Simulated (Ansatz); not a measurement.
**MoS2, pressure series**

Base system: MoS2 in the 2H-MoS2 type structure (space group P6_3/mmc, No. 194; layered, stacked along the Cartesian z axis).

```yaml
crystal:
  lattice:
    - [3.14944, 0.00000, 0.00000]
    - [-1.57472, 2.72750, 0.00000]
    - [0.00000, 0.00000, 12.09152]
  atoms:
    - { symbol: Mo, position: [0.33333, 0.66667, 0.25000] }
    - { symbol: Mo, position: [0.66667, 0.33333, 0.75000] }
    - { symbol: S, position: [0.33333, 0.66667, 0.62050] }
    - { symbol: S, position: [0.66667, 0.33333, 0.12050] }
    - { symbol: S, position: [0.66667, 0.33333, 0.37950] }
    - { symbol: S, position: [0.33333, 0.66667, 0.87950] }
```

Cell and atoms are relaxed at each pressure.

Calculations: PBE-D3(BJ) (Ansatz, an electronic-structure program, PAW, spin-orbit coupling left out), earlier PAW set.

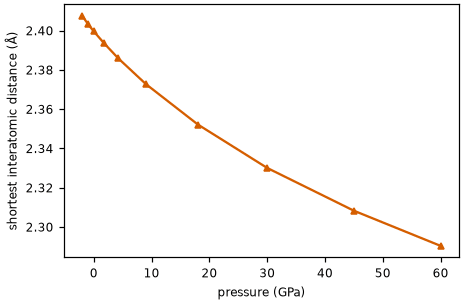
Figure: Shortest interatomic distance against pressure

Problem. From the plot, what is the shortest interatomic distance for pressure 4.2 GPa?

Solution. About 2.386 Å.

Problem. Is the trend monotonic over the range shown?

Solution. Yes, it falls throughout, spanning 2.290 Å to 2.407 Å.

A case with no gap was solved on a k-mesh chosen for an insulator, which is coarse for it. Load acts through the strain it causes; cell and atoms are relaxed under it. No phonon test of stability was made. No other phases were tried under pressure. All final runs are without spin polarisation.
